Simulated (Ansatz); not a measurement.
**BClGe₂H₄: density, localisation and related maps**

The calculation's input:

```
crystal:
  periodic: [false, false, false]
  atoms:
    - symbol: B
      position_ang: [-1.303101, -0.031409, -0.035011]
    - symbol: Cl
      position_ang: [-1.652879, -2.345306, -2.278886]
    - symbol: Ge
      position_ang: [-2.483656, -1.957102, 0.026519]
    - symbol: Ge
      position_ang: [0.071560, -1.739970, -0.538105]
    - symbol: H
      position_ang: [-0.902525, -2.949188, 0.352887]
    - symbol: H
      position_ang: [-2.476305, 0.170150, -0.418271]
    - symbol: H
      position_ang: [-1.079313, 0.372595, 1.095332]
    - symbol: H
      position_ang: [-0.679264, 0.502745, -0.953868]
basis:
  gaussian:
    orbitals: def2-TZVPD
total_charge: 0
hamiltonian:
  xc: {name: PBE0}
output:
  forces: true
  orbitals: {seedname: orbitals}
```

Run with:

```sh
ansatz run input.yaml --threads 2 --pin off --max-ram 4350MiB --events-out events.jsonl --progress --plain --runs-dir runs
```

Geometry: BLYP-D3(BJ)/def2-SVP.

Method: isolated molecule in a Gaussian basis; Kohn-Sham density functional theory, functional PBE0 (Ansatz).

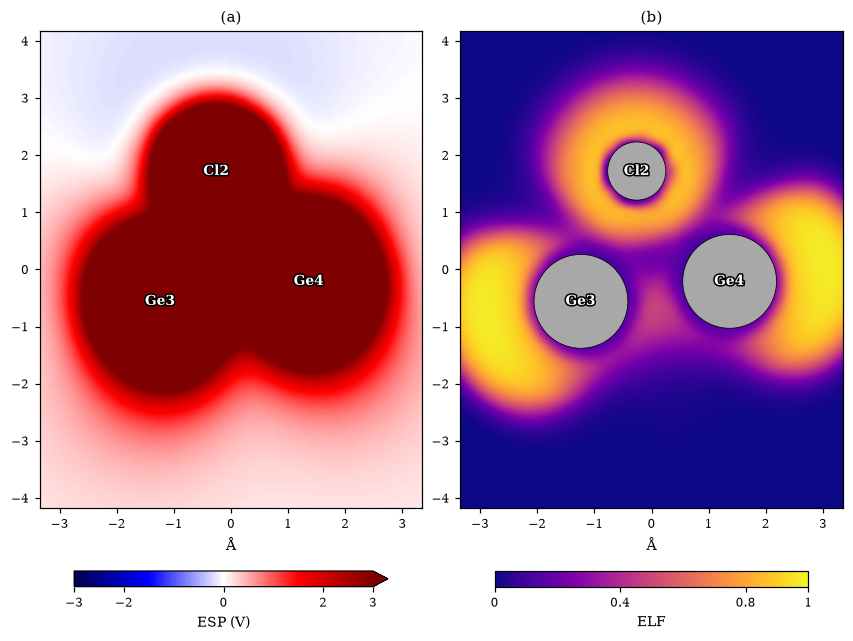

Figure 1. (a) molecular electrostatic potential; (b) ELF on the plane of atoms Cl2, Ge4 and Ge3. Grey discs cover the atomic cores in the ELF map.

Interpret the plot.

The plane passes through Cl and Ge nuclei.
Ge–Cl (2.48 Å): the ELF peaks at about 0.85 in the valence shell of Cl, 0.8 Å from its nucleus, and is about 0.55 at the midpoint.
Ge–Ge (2.63 Å): the ELF is about 0.45 at the midpoint.
Ge–Cl (2.52 Å): the ELF peaks at about 0.85 in the valence shell of Cl, 0.9 Å from its nucleus, and is about 0.50 at the midpoint.
The ELF also peaks beside Cl2, away from the bonds: lone-pair regions.
The potential has no marked negative region in this plane.

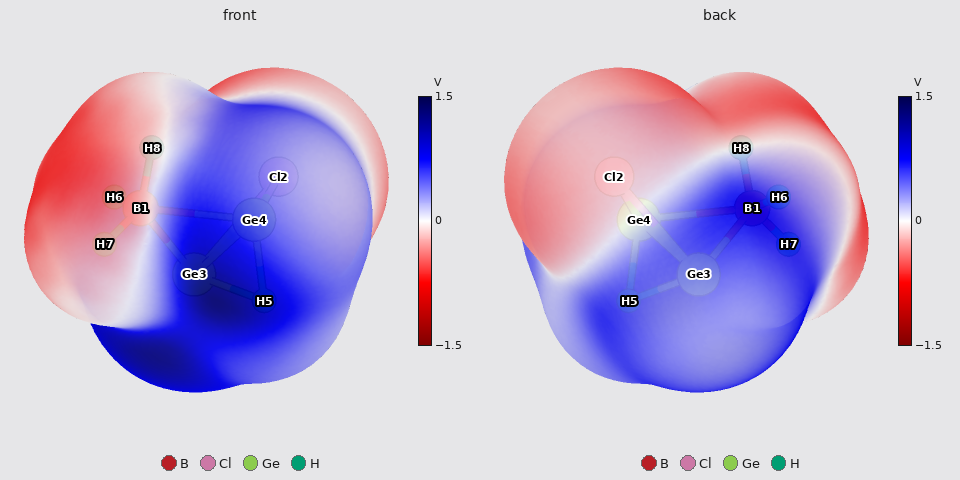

Figure 2. The electrostatic potential painted on the density surface at 0.001 e/bohr³, seen from the front and from behind; red is negative and blue positive.

Describe the electrostatic potential map.

The most negative region (about −0.6 V) lies over H7, the most positive (about +1.3 V) over Ge3 and Ge4.

What dipole moment does the calculation give?

Its dipole moment is 1.59 D.

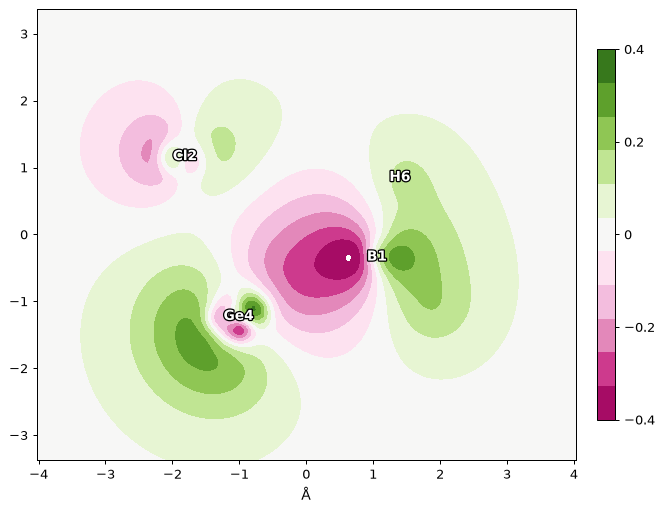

Figure 3. The HOMO on the plane of atoms B1, Ge4 and Cl2 (values in Å⁻³ᐟ²; the overall sign is arbitrary).

Where does this orbital lie, and at what energy?

Its weight (Hirshfeld) is mainly on Ge4 (about 35 %), Ge3 (about 30 %) and B1 (about 20 %). Its energy is −7.18 eV.
